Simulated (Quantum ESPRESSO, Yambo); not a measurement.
# A GW chain in Yambo: CuI (Marshite), part 2 of 2

How does a plane-wave GW calculation on CuI (Marshite) run from the first input to the gap?

Quantum ESPRESSO 7.5 and Yambo 5.3.0; PBE and many-body steps on it, plane waves. Known limits of the many-body steps: not at the basis limit; d shell near the gap, gap tends to lie low; no spin-orbit coupling.

So far. Step 2 (Ground state): The gap is direct, at Γ. Step 3 (Bands along the symmetry lines): The gap is 1.096 eV, as in the run before at this level.

The database entry behind the starting cell differs from later determinations by our own check (about 0.15 % long (mineral sample)), so it need not match the best structure at ambient conditions.

In doubt: a PseudoDojo file used here is known to give poor structures and forces, which bears on pressures, cells, forces and phonons.

### 4. Empty states on the mesh, 4×4×4 mesh, 104 bands

Level of this step: DFT, PBE, plane waves, norm-conserving pseudopotentials (Quantum ESPRESSO).

The sums over transitions need many empty states on a uniform mesh; this step solves for them.

File pw.in:

```
&control
  calculation = 'nscf'
  prefix = 'x'
  outdir = 'o'
  pseudo_dir = 'pseudo'
/
&system
  ibrav = 0
  nat = 2
  ntyp = 2
  ecutwfc = 84.0
  nbnd = 104
  force_symmorphic = .true.
/
&electrons
  conv_thr = 1e-9
  electron_maxstep = 80
  diago_full_acc = .true.
  diago_thr_init = 5e-6
/
ATOMIC_SPECIES
  Cu 63.546 Cu.upf
  I 126.9 I.upf
CELL_PARAMETERS angstrom
  0.0000000000 3.0315000000 3.0315000000
  3.0315000000 0.0000000000 3.0315000000
  3.0315000000 3.0315000000 0.0000000000
ATOMIC_POSITIONS crystal
  Cu 0.2500000000 0.2500000000 0.2500000000
  I 0.0000000000 0.0000000000 0.0000000000
K_POINTS automatic
  4 4 4 0 0 0
```

On the command line:

```
> OMP_NUM_THREADS=1 mpirun -n 4 pw.x -nk 4 -in pw.in > pw.out
```

Output:

```text
[banner, memory and clock lines left out]
Program PWSCF v.7.5 starts

     Atomic positions and unit cell read from directory:
     o/x.save/

     Message from routine setup:
     using ibrav=0 with symmetry is DISCOURAGED, use correct ibrav instead

     G-vector sticks info

     bravais-lattice index     =            0
     lattice parameter (alat)  =       8.1016  a.u.
     unit-cell volume          =     376.0099 (a.u.)^3
     number of atoms/cell      =            2
     number of atomic types    =            2
     number of electrons       =        44.00
     number of Kohn-Sham states=          104
     kinetic-energy cutoff     =      84.0000  Ry
     charge density cutoff     =     336.0000  Ry
     Exchange-correlation= PBE
                           (   1   4   3   4   0   0   0)

     celldm(1)=   8.101612  celldm(2)=   0.000000  celldm(3)=   0.000000
     celldm(4)=   0.000000  celldm(5)=   0.000000  celldm(6)=   0.000000

     crystal axes: (cart. coord. in units of alat)
               a(1) = (   0.000000   0.707107   0.707107 )
               a(2) = (   0.707107   0.000000   0.707107 )
               a(3) = (   0.707107   0.707107   0.000000 )

     reciprocal axes: (cart. coord. in units 2 pi/alat)
               b(1) = ( -0.707107  0.707107  0.707107 )
               b(2) = (  0.707107 -0.707107  0.707107 )
               b(3) = (  0.707107  0.707107 -0.707107 )
     Pseudo is Norm-conserving + core correction, Zval = 19.0
     Generated using ONCVPSP code by D. R. Hamann
     Using radial grid of 1492 points,  6 beta functions with:
     Pseudo is Norm-conserving + core correction, Zval = 25.0
     Generated using ONCVPSP code by D. R. Hamann
     Using radial grid of 1188 points,  8 beta functions with:
     Cu               19.00    63.54600     Cu( 1.00)
     I                25.00   126.90000     I ( 1.00)

     24 Sym. Ops. (no inversion) found

   Cartesian axes

     site n.     atom                  positions (alat units)
         1        Cu     tau(   1) = (   0.3535534   0.3535534   0.3535534  )
         2        I      tau(   2) = (   0.0000000   0.0000000   0.0000000  )

     number of k points=     8
                       cart. coord. in units 2pi/alat
        k(    1) = (   0.0000000   0.0000000   0.0000000), wk =   0.0312500
        k(    2) = (   0.1767767   0.1767767  -0.1767767), wk =   0.2500000
        k(    3) = (  -0.3535534  -0.3535534   0.3535534), wk =   0.1250000
[...]
k(    7) = (  -0.7071068   0.0000000   0.0000000), wk =   0.0937500
        k(    8) = (  -0.7071068   0.3535534   0.0000000), wk =   0.1875000

     Dense  grid:    39189 G-vectors     FFT dimensions: (  48,  48,  48)

     The potential is recalculated from file :
     o/x.save/charge-density

     Starting wfcs are   23 randomized atomic wfcs +   81 random wfcs

     Band Structure Calculation

     End of band structure calculation

          k = 0.0000 0.0000 0.0000 (  4909 PWs)   bands (ev):

  -167.0560-113.9828-113.9828-113.9828-102.3482 -59.7749 -59.7749 -59.7749
   -36.5976 -36.5976 -36.5952 -36.5952 -36.5952  -4.8943   5.5003   5.5003
     5.5003   7.3186   7.3186   9.1591   9.1591   9.1591  10.2556  14.0271
    14.0271  14.0271  17.2831  18.8735  18.8735  19.9487  19.9487  19.9487
[...]
k = 0.1768 0.1768-0.1768 (  4873 PWs)   bands (ev):

  -167.0560-113.9828-113.9828-113.9828-102.3482 -59.7748 -59.7748 -59.7748
[...]
k =-0.3536-0.3536 0.3536 (  4910 PWs)   bands (ev):

  -167.0560-113.9828-113.9828-113.9828-102.3482 -59.7749 -59.7749 -59.7749
[...]
64.8545  65.6623  65.6623  65.8233  66.2807  66.2807  67.4687  69.1827
    69.1827  71.7981  71.7981  71.9626  74.0023  74.0023  75.0672  75.2044

          k = 0.3536 0.0000 0.0000 (  4865 PWs)   bands (ev):

     [... further k-points ...]

     highest occupied, lowest unoccupied level (ev):     9.1591   10.2556

     XML data file, pseudopotentials, collected wavefunctions
```

Wall time 29 s (4 MPI ranks of AMD EPYC 7571, shared host); peak memory 0.42 GiB; 1.9 min of CPU time.

Numbers from this step:

```yaml
gap: 1.096 eV
k_of_the_valence_top: 0, 0, 0
k_of_the_conduction_bottom: 0, 0, 0
least_direct_gap: 1.096 eV
k_points_computed: 8
lowest_point_of_the_top_converged_band_above_the_valence_top: 64.6673 eV
```

On this mesh the gap is 1.096 eV.

### 5. Conversion and set-up

This step: Yambo 5.3.0; conversion and set-up on PBE, plane waves, norm-conserving pseudopotentials.

The states are converted to the many-body program's format and the q mesh is built.

On the command line:

```
> (cd o/x.save; p2y > p2y.log; mv SAVE ../..); yambo > setup.log
```

Output:

```text
 Yambo, version 5.3.0

 [02] CORE Variables Setup
 =========================

  [02.01] Unit cells
  ==================

  Cell kind             :  FCC
  Atoms in the cell     :  Cu  I
  number of Cu atoms    :  1
  number of I  atoms    :  1

  List of atomic masses
  Mass of Cu    :  63.54600
  Mass of I     :  126.9000

  List of atomic coordinates    : [cc]
  Cu1       :  2.864352  2.864352  2.864352  order 1
  I1       :  0.000000  0.000000  0.000000  order 2

  Alat factors          :  5.728705  5.728705  5.728705 [a.u.]
  Direct lattice volume :  376.0099 [a.u.]
  Direct lattice vectors:  A[ 1 ]  A[ 2 ]  A[ 3 ]
   A[ 1 ]:  0.000000  1.000000  1.000000  [iru]
   0.000000  5.728705  5.728705  [cc]
   A[ 2 ]:  1.000000  0.000000  1.000000  [iru]
   5.728705  0.000000  5.728705  [cc]
   A[ 3 ]:  1.000000  1.000000  0.000000  [iru]
   5.728705  5.728705  0.000000  [cc]

  Recip. lattice volume :  0.659691 [a.u.]
  Recip. lattice vectors:  B[ 1 ]  B[ 2 ]  B[ 3 ]
   B[ 1 ]: -0.500000  0.500000  0.500000  [iku]
  -0.548395  0.548395  0.548395  [cc]
   B[ 2 ]:  0.500000 -0.500000  0.500000  [iku]
   0.548395 -0.548395  0.548395  [cc]
   B[ 3 ]:  0.500000  0.500000 -0.500000  [iku]
   0.548395  0.548395 -0.548395  [cc]

  [02.02] Symmetries
  ==================

  Inversion symmetry    : yes
  Spatial inversion     : no
  Inversion index       :  25
  K-space Time-reversal : yes
  Magnetic symmetries   : no
  Time-reversal derived K-space symmetries:   25   48
  Group table correct   : yes
  Symmetries units      :  [cc]

   [S  1]:   1.0000     -0.38050E-17 -0.38050E-17 -0.38050E-17   1.0000      0.38050E-17  0.38050E-17  0.38050E-17   1.0000
   [S  2]:  -1.0000      0.38050E-17 -0.38050E-17  0.38050E-17  -1.0000      0.38050E-17 -0.38050E-17 -0.38050E-17   1.0000
   [S  3]:  -1.0000     -0.38050E-17  0.38050E-17  0.38050E-17   1.0000     -0.38050E-17 -0.38050E-17  0.38050E-17  -1.0000
[...]
[S  9]: -0.38050E-17   1.0000     -0.38050E-17  0.38050E-17 -0.38050E-17   1.0000       1.0000      0.38050E-17  0.38050E-17
   [S 10]: -0.38050E-17  -1.0000      0.38050E-17  0.38050E-17  0.38050E-17  -1.0000       1.0000     -0.38050E-17 -0.38050E-17
     [... 36 further rows ...]
   [S*47]:   1.0000     -0.38050E-17  0.38050E-17 -0.38050E-17  0.38050E-17  -1.0000      0.38050E-17   1.0000     -0.38050E-17
   [S*48]:   1.0000      0.38050E-17 -0.38050E-17 -0.38050E-17 -0.38050E-17   1.0000      0.38050E-17  -1.0000      0.38050E-17

  [02.03] Reciprocal space
  ========================

  nG shells         :   375
  nG charge         :   39189
  nG WFs            :   5904
  nC WFs            :   4916
  G-vecs. in first 37 shells:  [ Number ]
     1    9   15   27   51   59   65   89  113
    137   169   181   229   259   283   307   331   339
    387   411   459   531   537   561   609   645   701
[...]
1139
  ...
[...]
K/Q-points units:
  rlu = crystal or reduced units; cc = cartesian coordinates; iku = interal k-units

  K [1]          [rlu]:  0.000000  0.000000  0.000000
         WF components:   4909
  K [2]          [rlu]:  0.67262E-17  0.67262E-17  0.25000
         WF components:   4873
  K [3]          [rlu]: -0.13452E-16 -0.13452E-16 -0.50000
         WF components:   4910
  K [4]          [rlu]:  0.36222E-17  0.25000      0.25000
         WF components:   4865
  K [5]          [rlu]:  0.75770E-17  0.25000     -0.50000
         WF components:   4893
  [... 2 further k-points ...]
  K [8]          [rlu]:  0.250000 -0.500000 -0.250000
         WF components:   4916

  [02.05] Energies & Occupations
  ==============================

  [X] === General ===
  [X] Electronic Temperature                        :  0.000000  0.000000 [eV K]
  [X] Bosonic    Temperature                        :  0.000000  0.000000 [eV K]
  [X] Finite Temperature mode                       : no
  [X] El. density                                   :  0.78968E+24 [cm-3]
  [X] Fermi Level                                   :  9.159113 [eV]

  [X] === Gaps and Widths ===
  [X] Conduction Band Min                           :  1.096441 [eV]
  [X] Valence Band Max                              :  0.000000 [eV]
  [X] Filled Bands                                  :  22
  [X] Empty Bands                                   :   23  104
  [X] Direct Gap                                    :  1.096441 [eV]
  [X] Direct Gap localized at k                     :  1
  [X] Indirect Gap                                  :  1.096441 [eV]
  [X] Indirect Gap between kpts                     :  1  1
  [X] Last valence band width                       :  1.487453 [eV]
  [X] 1st conduction band width                     :  3.372476 [eV]

  E @ K [1]:  [eV]
  -176.2151 -123.1419 -123.1419 -123.1419 -111.5073  -68.9340  -68.9340  -68.9340
  -45.75667 -45.75667 -45.75435 -45.75435 -45.75435 -14.05338  -3.65882  -3.65882
   -3.6588      -1.8405      -1.8405     -0.34532E-09 -0.21096E-09   0.0000       1.0964       4.8680
[...]
occ @ K [1]
[...]
E @ K [2]:  [eV]
[...]
occ @ K [2]
[...]
E @ K [3]:  [eV]
[...]
occ @ K [3]
[...]
E @ K [4]:  [eV]
[...]
occ @ K [4]
[...]
E @ K [5]:  [eV]
[...]
occ @ K [5]
[...]
[... 2 further k-points ...]
  E @ K [8]:  [eV]
[...]
occ @ K [8]
[...]
0.000000  0.000000  0.000000  0.000000  0.000000  0.000000  0.000000  0.000000
   0.000000  0.000000  0.000000  0.000000  0.000000  0.000000  0.000000  0.000000

 [03] Transferred momenta grid and indexing
 ==========================================

 IBZ Q-points                                      :   8
 BZ  Q-points                                      :   64

 K/Q-points units:
 rlu = crystal or reduced units; cc = cartesian coordinates; iku = interal k-units

 Q [1]          [rlu]:  0.000000  0.000000  0.000000
 Q [2]          [rlu]:  0.42768E-17  0.42768E-17  0.25000
 Q [3]          [rlu]: -0.85536E-17 -0.85536E-17 -0.50000
[...]
Q [7]          [rlu]: -0.72444E-17 -0.50000     -0.50000
 Q [8]          [rlu]:  0.250000 -0.500000 -0.250000

  [03.01] X indexes
  =================

   [03.01.01] Sigma indexes
   ========================

 [06] Game Over & Game summary
```

It took 7.6 s on 1 MPI rank; peak memory 0.25 GiB.

### 6. Screening and self-energy, 4×4×4 mesh, 104 bands, screening to 149.7 eV

G0W0 replaces the xc potential by the self-energy, built once from these orbitals. Only a window of levels is corrected, while the sums run over the empty bands that the input names.

This step: G0W0 on PBE, plane waves, norm-conserving pseudopotentials.

File gw1.in:

```
HF_and_locXC
gw0
dyson
ppa
em1d
rim_cut
RandQpts= 1000000
RandGvec= 1 RL
EXXRLvcs= 84 Ry
VXCRLvcs= 336 Ry
Chimod= "HARTREE"
% BndsRnXp
 1 | 104 |
%
NGsBlkXp= 11 Ry
% LongDrXp
 1 | 1 | 1 |
%
% GbndRnge
 1 | 104 |
%
DysSolver= "n"
ExtendOut
PPAPntXp= 27.21138 eV
% QPkrange
 1 | 1 | 21 | 24 |
%
```

On the command line:

```
> OMP_NUM_THREADS=1 mpirun -n 4 yambo -F gw1.in -J gw1 -C gw1 > gw1.log
```

Output:

```text
 Yambo, version 5.3.0

 [02] CORE Variables Setup
 =========================

  [... cell, symmetries and grids as in the set-up ...]

  [02.05] Energies & Occupations
  ==============================

  [X] === General ===
  [X] Electronic Temperature                        :  0.000000  0.000000 [eV K]
  [X] Bosonic    Temperature                        :  0.000000  0.000000 [eV K]
  [X] Finite Temperature mode                       : no
  [X] El. density                                   :  0.78968E+24 [cm-3]
  [X] Fermi Level                                   :  9.159113 [eV]

  [X] === Gaps and Widths ===
  [X] Conduction Band Min                           :  1.096441 [eV]
  [X] Valence Band Max                              :  0.000000 [eV]
  [X] Filled Bands                                  :  22
  [X] Empty Bands                                   :   23  104
  [X] Direct Gap                                    :  1.096441 [eV]
  [X] Direct Gap localized at k                     :  1
  [X] Indirect Gap                                  :  1.096441 [eV]
  [X] Indirect Gap between kpts                     :  1  1
  [X] Last valence band width                       :  1.487453 [eV]
  [X] 1st conduction band width                     :  3.372476 [eV]

 [03] Transferred momenta grid and indexing
 ==========================================

 IBZ Q-points                                      :   8
 BZ  Q-points                                      :   64

 K/Q-points units:
 rlu = crystal or reduced units; cc = cartesian coordinates; iku = interal k-units

 Q [1]          [rlu]:  0.000000  0.000000  0.000000
 Q [2]          [rlu]:  0.42768E-17  0.42768E-17  0.25000
 Q [3]          [rlu]: -0.85536E-17 -0.85536E-17 -0.50000
 Q [4]          [rlu]:  0.36222E-17  0.25000      0.25000
 Q [5]          [rlu]:  0.32032E-16  0.25000      0.50000
 Q [6]          [rlu]: -0.85536E-17  0.25000     -0.25000
 Q [7]          [rlu]: -0.72444E-17 -0.50000     -0.50000
 Q [8]          [rlu]:  0.250000 -0.500000 -0.250000

 [04] Coloumb potential Random Integration (RIM)
 ===============================================

  [04.01] RIM initialization
  ==========================

  * Diagonal components only detected *

  8 x (sBL volume)        :  0.082461 [a.u.]
  sBZ random points       :  1000000
  Points outside the sBZ  :   7968281
  RL volume               :  0.659691 [a.u.]
  Integrated volume       :  0.662317 [a.u.]

  [04.02] RIM integrals
  =====================

  Gamma point sphere radius             :  0.078953 [a.u.]
  Points outside the sphere             :   800476
  [Int_sBZ(q=0) 1/q^2]*(Vol_sBZ)^(-1/3) =:  7.776341
                                 should be <:  7.795600

  Summary of Coulomb integrals for non-metallic bands |Q|[au] RIM/Bare

  Q [1] 0.100000E-4 0.997530 * Q [2] 0.237462 1.067779
  Q [4] 0.274197 1.066842 * Q [6] 0.387774 1.030576
  Q [5] 0.454705 1.022482 * Q [3] 0.474924 1.021209
  Q [7] 0.548395 1.017473 * Q [8] 0.613124 1.014291

 [05] Dipoles
 ============

  [05.01] Setup: observables and procedures
  =========================================

 [06] Dynamic Dielectric Matrix (PPA)
 ====================================

 [WR./gw1//ndb.pp]---------------------------------------------------------------
  Brillouin Zone Q/K grids (IBZ/BZ)                :    8   64    8   64
  RL vectors                                       :   5961 [WF]
  Coulomb cutoff potential                         : none
  Electronic Temperature                           :  0.000000 [K]
  Bosonic    Temperature                           :  0.000000 [K]
  PPA    diel. fun.  energies                      : Perdew, Burke & Ernzerhof(X)+Perdew, Burke & Ernzerhof(C)
  wavefunctions                                    : Perdew, Burke & Ernzerhof(X)+Perdew, Burke & Ernzerhof(C)
  Global Gauge                                     : length
  X matrix size                                    :  283
  X band range                                     :    1  104
  X e/h energy range                               : -1.000000 -1.000000 [eV]
  X Time ordering                                  : R
  X Hxc Kernel                                     : HARTREE
  X Drude frequency                                :  0.000000  0.000000
  X poles                                          :  100.0000 [o/o]
  RL vectors in the sum                            :   5961
  [r,Vnl] included                                 : yes
  Field direction                                  :  0.577350E-5  0.577350E-5  0.577350E-5
  BZ energy Double Grid                            : no
  BZ energy DbGd points                            : 0
  BZ Q point size factor                           : -1.000000
  X Optical Averaged directions                    : none

 [07] Local Exchange-Correlation + Non-Local Fock
 ================================================

 [VXC] Plane waves :   39189
 [EXS] Plane waves :   4957

 QP @ state[ 1 ] K range:  1  1
 QP @ state[ 1 ] b range:  21  24

 [xc] Functional : Perdew, Burke & Ernzerhof(X)+Perdew, Burke & Ernzerhof(C)
 [xc] LIBXC used to calculate xc functional
  PP Number of Atomic Species                      :  2
  NLCC RL compoments                               :   39189
  PP Number of Atomic Species                      :  2
  NLCC RL compoments                               :   39189

 [xc] E_xc :  -39.55869 [Ha]
      E_xc :  -79.11739 [Ry]

  Local XC kind (lXC) : Perdew, Burke & Ernzerhof(X)+Perdew, Burke & Ernzerhof(C)
  Non-Local XC kind (nlXC) : Hartree-Fock

  Corrections @ K [1] :  [eV]
 <21|nlXC|21> = -31.04327 -0.84167E-17 <21|lXC|21> = -25.75252 -0.75527E-15
 <22|nlXC|22> = -31.04327  0.44789E-17 <22|lXC|22> = -25.75252  0.000000
 <23|nlXC|23> = -7.232225 -0.87910E-18 <23|lXC|23> = -11.40864  0.000000
 <24|nlXC|24> = -6.104025  0.34439E-18 <24|lXC|24> = -10.54627  0.000000

 [08] Dyson equation: Newton solver
 ==================================

  [08.01] G0W0 (W PPA)
  ====================

  [  GW  ] Bands range     :    1  104
  [GW/PPA] G damping       :  0.100000 [eV]

  QP @ state[ 1 ] K range:  1  1
  QP @ state[ 1 ] b range:  21  24

   Sc/G bands                                       :    1  104
   Sc/G damping                                     :  0.100000 ev
   Sc bands terminator                              : no
   Sx RL components                                 :   4957

   QP @ state[ 1 ] K range                          :  1  1
   QP @ state[ 1 ] b range                          :  21  24
   GF energies kind                                 : Perdew, Burke & Ernzerhof(X)+Perdew, Burke & Ernzerhof(C)
   GF WF`s kind                                     : Perdew, Burke & Ernzerhof(X)+Perdew, Burke & Ernzerhof(C)
   Xs energies kind                                 : Perdew, Burke & Ernzerhof(X)+Perdew, Burke & Ernzerhof(C)
   Xs WF`s kind                                     : Perdew, Burke & Ernzerhof(X)+Perdew, Burke & Ernzerhof(C)

 [11] Game Over & Game summary
```

Wall time 7.2 min (4 MPI ranks); peak memory 2 GiB.

Numbers from this step:

| Property | Result |
| --- | --- |
| G0W0 gap on the points computed | 1.633 eV |
| starting gap on the mesh | 1.096 eV |
| k of the valence top | 0, 0, 0 |
| k of the conduction bottom | 0, 0, 0 |
| least direct G0W0 gap on the computed points | 1.633 eV |
| Z at the valence top | 0.7592 |
| Z at the conduction bottom | 0.8167 |

The gap on the mesh goes from 1.10 eV to 1.63 eV, a correction of +0.54 eV.

Limits: finite bands, cutoff and mesh; d shell near the gap, gap tends to lie low; no spin-orbit coupling. v1 is the top filled band, c1 the lowest empty one. The levels before and after the correction (eV, zero at the valence-band top of each column):

```tsv
	conduction bottom	valence top
Kohn-Sham	1.10	0.00
G0W0	1.63	0.00
```

```tsv
	level	energy (eV)
Kohn-Sham	Γ v2-v1	0.000
Kohn-Sham	Γ c1	1.096
Kohn-Sham	Γ c2	4.868
G0W0	Γ v2-v1	0.000
G0W0	Γ c1	1.633
G0W0	Γ c2	5.459
```

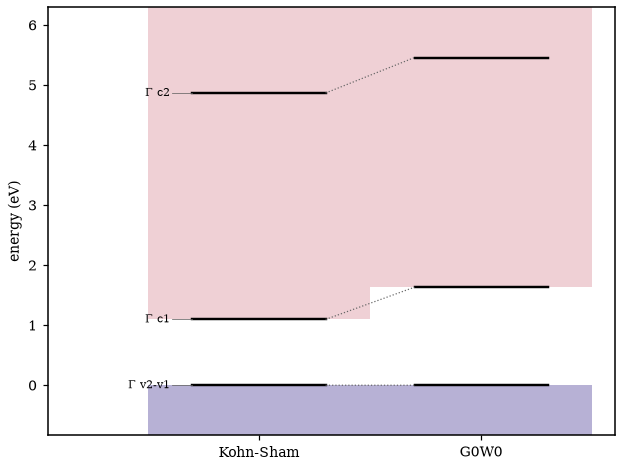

Levels before and after the correction. Shaded: valence and conduction bands.

### 7. Where the time went

Times are wall times on the hardware named with each run, good to a factor of about two.

```tsv
step	time	share	memory (GiB)
ground state	46 s	8 %	0.35
bands along the symmetry lines	27 s	5 %	0.3
empty states on the mesh	29 s	5 %	0.42
conversion and set-up	7.6 s	1 %	0.25
screening and self-energy	7.2 min	80 %	2.0
```

### 8. Results

| Property | Result |
| --- | --- |
| PBE gap | 1.10 eV, direct |
| G0W0 gap on the mesh | 1.63 eV |
| GW settings | 4×4×4 mesh, 104 bands, screening to 149.7 eV, Godby-Needs plasmon pole |
| known limits | not at the basis limit; d shell near the gap, gap tends to lie low; no spin-orbit coupling |

G0W0 moves the gap on the mesh from 1.10 eV to 1.63 eV (+0.54 eV), with Z of 0.76 and 0.82 at the edges. Only 1 of the mesh's irreducible points was corrected, so a valley elsewhere could overtake. The dearest step here is «screening and self-energy». Bands and cutoff are finite, so the gap is not at the basis limit. The miss can reach some tenths of an eV and take either sign; the mesh is an error of its own. In the G0W0 run levels were corrected at 1 k point alone, so a gap called «on the mesh» is the least over those, and an edge elsewhere would be missed. A d shell, filled or nearly so, lies near the gap. One-shot GW converges very slowly in bands there, not always from below, and on a semilocal start the gap tends to come out low; starts rich in exact exchange can overshoot instead. The many-body steps are scalar-relativistic: spin-orbit coupling is not in them.

[Paths, hosts, dates, memory and timing lines, banners, echoed tables and standing remarks are left out of the program output.]

[Logs are printed without paths, hosts, clocks, repeated set-up lines and the standing remarks that a program may print on its own settings, such as how far it seeks lower states.]

[Runs of the session that timed out or met a known fault of the program may be left out.]

[Hosts, paths, dates, database ids (printed as entryN), source tags and the programs' standing remarks are cut or masked in the printed files.]
